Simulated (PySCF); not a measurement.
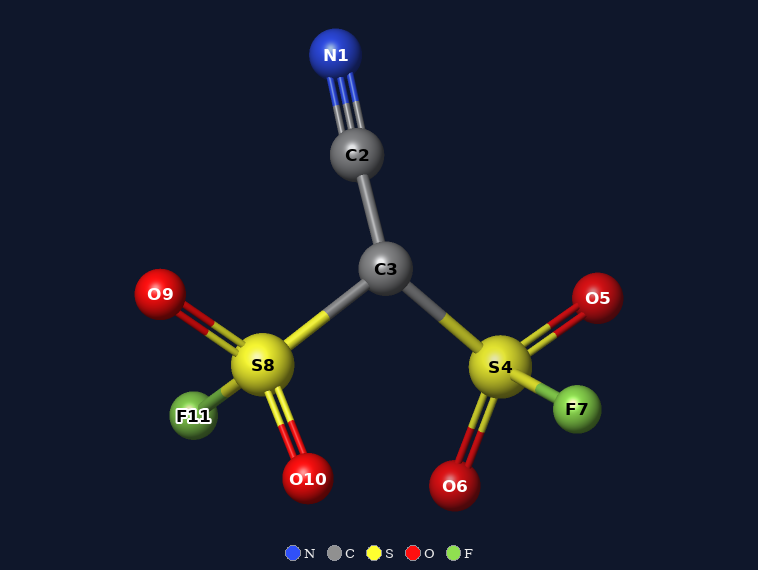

Charge −1, singlet. The geometry was computed by an optimisation with GFN2-xTB. No frequency run is at hand to confirm it as a minimum. Electric field gradients from the ground-state density, PBE0/pcSseg-1 (PySCF 2.14.0), non-relativistic apart from any core potentials.

Give the largest field-gradient component, the quadrupole coupling constant and the asymmetry for 14N at N1 (Q = 20.44 mb), 33S at S4 (Q = −67.81 mb), 17O at O5 (Q = −25.6 mb), 17O at O6 (Q = −25.6 mb), 33S at S8 (Q = −67.81 mb), 17O at O9 (Q = −25.6 mb), 17O at O10 (Q = −25.6 mb).

| atom | V_zz (a.u.) | e²qQ/h (MHz) | η |
| --- | --- | --- | --- |
| N1 | −0.842 | −4.04 | 0.80 |
| S4 | 1.224 | −19.50 | 0.06 |
| O5 | 1.330 | −8.00 | 0.29 |
| O6 | 1.293 | −7.78 | 0.25 |
| S8 | 1.241 | −19.77 | 0.04 |
| O9 | 1.339 | −8.05 | 0.16 |
| O10 | 1.312 | −7.89 | 0.20 |
